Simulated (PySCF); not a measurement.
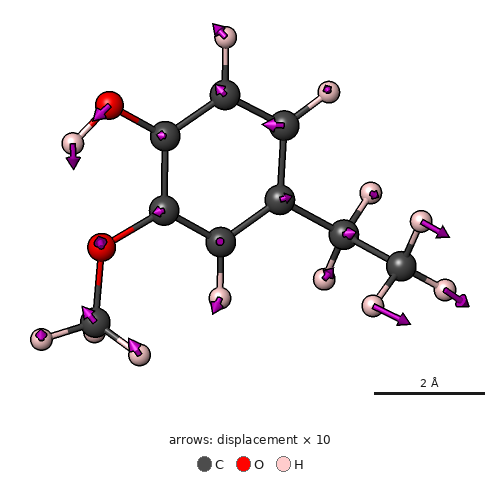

A relaxation of C9H12O2. The starting structure is drawn; purple arrows show the displacements, 10 times their true length. The two geometries are superimposed by the best rigid fit.

A ball-and-stick model, seen at a tilt.

The start comes from GFN2-xTB. Its atoms were then displaced at random by about 0.01 Å.

The calculation used PBE0-D3(BJ)/def2-SVP geometry optimisation, gas phase (PySCF). 

**Atoms of which element are displaced furthest, and by how much?**

Hydrogen: up to 0.079 Å, against 0.046 Å for oxygen.

**What did the optimiser do to the structure, and how much energy did it gain?**

After 7 geometry steps the energy has fallen by 0.246 eV. The atom that moves furthest after the best rigid fit is an H atom (0.079 Å). By element the largest moves are H 0.079 Å, O 0.046 Å, C 0.043 Å. Near-neighbour distances that change, for instance: C–H 1.041 → 1.101 Å, C–H 1.054 → 1.093 Å, C–O 1.398 → 1.360 Å, C–C 1.552 → 1.527 Å. Bond angles that change, for instance: C–C–C 117.5° → 121.3°, H–C–H 111.7° → 108.0°, C–C–H 107.3° → 111.0°. The run took 3.8 min on 1 thread of Arm Neoverse V1, on a shared host.
